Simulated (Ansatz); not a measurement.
**Fields on a plane of ZnCu2SnS4 (kesterite type, space group I-4)**

```
ZnCu2SnS4
1.0
   -2.73416     2.73416     5.46742
    2.73416    -2.73416     5.46742
    2.73416     2.73416    -5.46742
Cu Zn Sn S
2 1 1 4
Direct
  0.00000   0.00000   0.00000
  0.75000   0.25000   0.50000
  0.25000   0.75000   0.50000
  0.50000   0.50000   0.00000
  0.63688   0.62894   0.52462
  0.10432   0.11226   0.47538
  0.37106   0.89568   0.00794
  0.88774   0.36312   0.99206
```

The slice is a (1 0 -1) plane (indices of the conventional cell) through the point (0.104, 0.112, 0.475) (fractional), spanned by u = [101] and v = [121] in vectors of this cell: u (5.47 Å) and v (12.23 Å, at 90° to u). It covers one period; positions are fractions (u, v).

Atoms on it: S at (0.00, 0.00); S at (0.50, 0.50). Other atoms lie within 1 Å of the plane.

Computed with PBE (plane waves to 420 eV, PAW, scalar-relativistic; Ansatz, an electronic-structure program). k mesh 9×9×9. These are valence fields of a PAW run, semicore shells included where kept as valence: close to a nucleus they are smooth pseudo fields. At this level the bands of ZnCu2SnS4 touch or barely overlap; measurements give the solid a gap. ZnCu2SnS4 is run without spin polarisation. ZnCu2SnS4 was relaxed with its symmetry unable to fall.

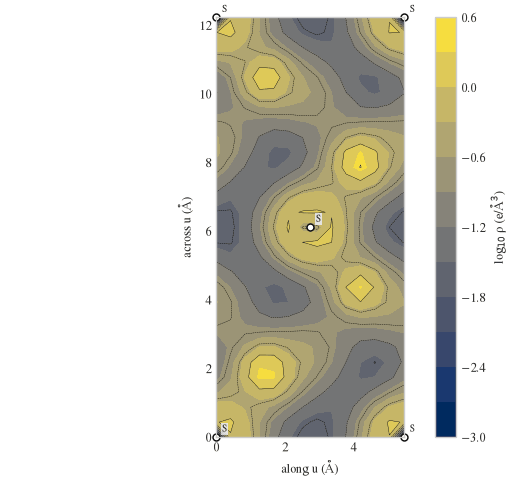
*Log₁₀ of the valence density in e/Å³, one period of the plane, atoms marked. The scale is logarithmic, as a density can span decades between atoms and voids; values under 0.001 e/Å³ are set to 0.001.*

```
v \ u  0.00   0.15  0.31  0.46   0.62  0.77   0.92
-----  ----  -----  ----  ----  -----  ----  -----
0.96      x      x   5.1   6.5    7.3   5.3      x
0.86    5.7      x     x   2.4    6.5   7.2    6.7
0.75    4.8    5.4   5.1   5.6    3.7   0.5    3.7
0.64    2.2    6.8   7.3   5.5  <-1.0     x  <-1.0
0.54    6.3    7.1   2.8     x      x   3.8    5.3
0.43    6.3    7.3   5.4     x   -0.3   0.6    4.5
0.32    3.8    6.3   6.8   6.4    1.1     x    1.1
0.21    5.1  <-1.0     x   1.6    5.4   6.8    6.3
0.11    3.4  <-1.0     x   1.4    6.7   7.2    5.2
0.00      x      x   5.8   6.6    7.2   4.7      x
```

Values: electrostatic potential energy of an electron, from the cell's mean, in eV. Points within 1 Å of a nucleus are blanked (x), as the pseudised field means little there. Values under -1 eV are set to -1. The zero, the cell's mean, hangs on the PAW cores.
